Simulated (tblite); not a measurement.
# C7H14Ge: the cost of one run

Programs: tblite 0.8.0 and PySCF 2.14.0, with density-fitted response routines of our own. Each step states its level of theory. These are calculated values for one molecule, in the gas phase or a continuum, unless marked as measured. Atoms are numbered from 0 throughout.

### 1 Starting geometry

22 atoms, charge 0, multiplicity 1; geometry from: force field or distance geometry start.

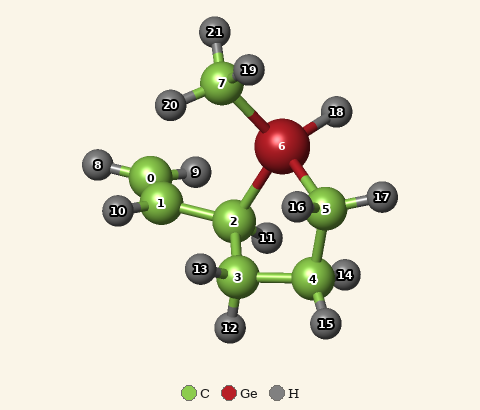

As it starts; carbon green, germanium red, hydrogen grey, atoms numbered.

### 2 Optimising the geometry with GFN2-xTB

What the job is given:

```
{"job": {"kind": "relax", "xc": "GFN2-xTB", "basis": "xTB"}, "charge": 0, "multiplicity": 1}
C     -2.463700     1.768400     0.243600
C     -1.571500     0.955400     0.775600
C     -0.980800    -0.111600    -0.072800
C     -0.490600    -1.309300     0.708200
C      0.316600    -2.151600    -0.251700
C      1.573900    -1.334100    -0.585100
Ge     0.713200     0.392900    -0.897800
C      1.709700     1.717600     0.058700
H     -2.880600     2.530600     0.871400
H     -2.730400     1.604400    -0.792000
H     -1.260800     1.052300     1.828800
H     -1.683000    -0.461500    -0.865500
H     -1.407900    -1.909100     0.930400
H      0.069200    -1.042600     1.607500
H     -0.297300    -2.145100    -1.200900
H      0.560600    -3.149700     0.124000
H      2.278800    -1.293700     0.282800
H      2.080000    -1.705000    -1.502100
H      0.504000     0.674800    -2.387900
H      2.798500     1.435900    -0.025400
H      1.496700     1.770100     1.138300
H      1.654800     2.730200    -0.389600
```

The run is started by

```bash
$ OMP_NUM_THREADS=1 python probes_run.py task.json out
```

The driver reads the jobs from task.json and runs them one after another.

**Question.** How long does this first job take on 1 thread of Arm Neoverse N1, shared host, and how much memory does it need?

About 1.4 s, with a peak of 0.18 GiB.
